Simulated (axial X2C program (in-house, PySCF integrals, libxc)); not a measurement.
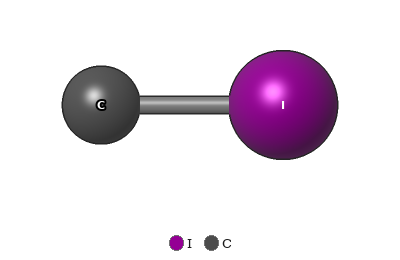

**Figure 1.** The molecule at the reference distance of 1.915 Å.

## Run report: IC⁺, relativistic diatomic calculation

- system: IC⁺, single determinant with M_S = 1 and |Λ| = 1 (not the lowest found).
- method: PBE0, spin-free X2C-1e, I dyall-v3z, C dyall-v3z (cores contracted) (axial X2C program (in-house, PySCF integrals, libxc))

Input:
```
{"zs": [53, 6], "q": 1, "bas": ["dyall-v3z", "dyall-v3z"], "levels": ["PBE0", "HF", "TPSS", "PBE50"], "cc": false, "r0": 1.144, "npts": 10, "nst": 2, "ntry": 6}
```

The line is the task of a batch: nuclear charges, charge, bases, the levels to run, a first guess of the distance and further settings. This report covers PBE0 without spin-orbit coupling. The log is that of the reference distance 1.915 Å, started from orbitals converged before.

Launched within a batch (the task file carries these settings):
```bash
python <driver script> task.json out
```

Log:
```
spin-free X2C-1e  PBE0
basis functions 136  fitting functions 781  grid points 5078
iter        total energy     max residual
   1      -7152.866266161     3.10e-05
   2      -7152.866266162     2.98e-05
   3      -7152.866266165     1.99e-05
converged
one-electron -9961.29023959  Coulomb 2908.44299168  exact exchange -46.28673409  xc functional -141.60609778  nuclear repulsion 87.87381361
```

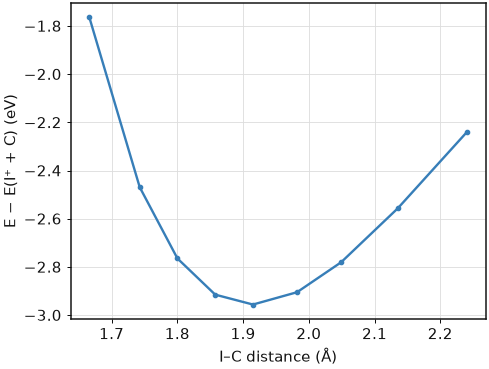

**Figure 2.** Energy at 9 bond lengths, for one set of occupations held fixed; the line joins the points. A polynomial of degree 6 through 9 points gives rₑ = 1.913 Å, ωₑ = 776.7 cm⁻¹, ωₑxₑ = 5.7 cm⁻¹ and Bₑ = 0.4203 cm⁻¹. The minimum lies 2.96 eV below I⁺ + C, each computed as one determinant at the same level.

Outcome:

- outcome: converged
- bond length rₑ: 1.913 Å
- ωₑ: 776.7 cm⁻¹
- energy at the minimum: −7152.86627 hartree
- depth below the fragments: 2.96 eV
- largest ⟨S²⟩ along the curve: 2.14
- hardware: 1 thread of Arm Neoverse N1, 54 GiB of memory available, shared host
- wall time: 8.8 s
- peak memory: 0.3 GiB

What is odd here:

This input holds a deliberate oddity: far start. The program ran to the end. Its numbers are those of the input as typed; this run alone doesn't show how far the oddity moves them. To bear in mind: 9 of the 10 points asked for were kept.
